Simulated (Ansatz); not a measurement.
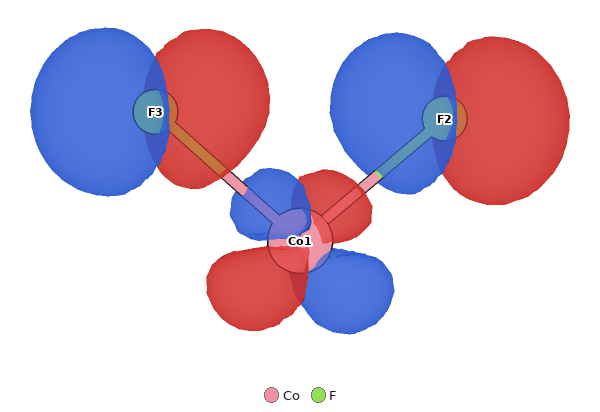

Figure 1: CoF$_{2}$ (sextet). The HOMO−1 (α) at ±0.15 Å⁻³ᐟ² (blue and red are the two phases), seen at a tilt.

Geometry: PBE-D4/def2-TZVP.

Level of theory: UKS PBE0-D4/def2-TZVP (Ansatz).

Describe this orbital and give its energy.

Answer. It lies mainly on F2 (about 40 %), F3 (about 40 %) and Co1 (about 20 %); it is symmetric in the molecular plane (an in-plane orbital: σ, lone-pair or in-plane π type). Its energy is −11.74 eV.
